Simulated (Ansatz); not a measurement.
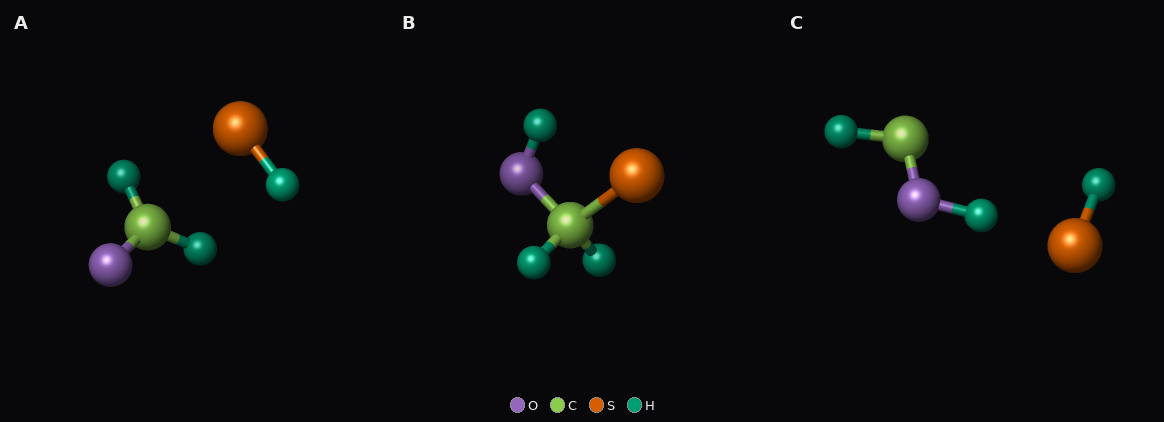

3 stationary structures of one formula. Charge −1, singlet. Geometries: PBE-D4/def2-SVPD. Electronic energies: PBE-D4/def2-SVPD (Ansatz 0.2.0), without zero-point energy. No frequency run is at hand to confirm each as a minimum.

### Which structure is the most stable?

B is lowest (Cs); A lies 21.9 kJ/mol above it (C1), C lies 195.5 kJ/mol above it (Cs).
